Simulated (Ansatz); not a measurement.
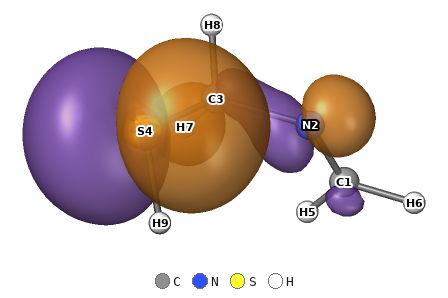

Figure 1: C2H5NS. The HOMO at ±0.1 Å⁻³ᐟ² (orange and purple are the two phases), seen at a tilt.

The calculation used RKS B3LYP-D4/6-31G in Ansatz.

```csv
atom,x (Å),y (Å),z (Å)
C,-0.2686,1.5138,0.0474
N,-0.3610,0.4715,-0.6925
C,0.5045,-0.6630,-0.3967
S,-0.5221,-2.2041,0.0442
H,0.4287,1.6074,0.8917
H,-0.9101,2.3660,-0.1597
H,1.2232,-0.4798,0.4144
H,1.0347,-0.9597,-1.3024
H,-1.1293,-1.6521,1.1537
```

What is the character of this orbital?

By Hirshfeld shares it lies mainly on S4 (about 80 %) and N2 (about 5 %); largely a lone pair of S4. Its energy is −6.73 eV.
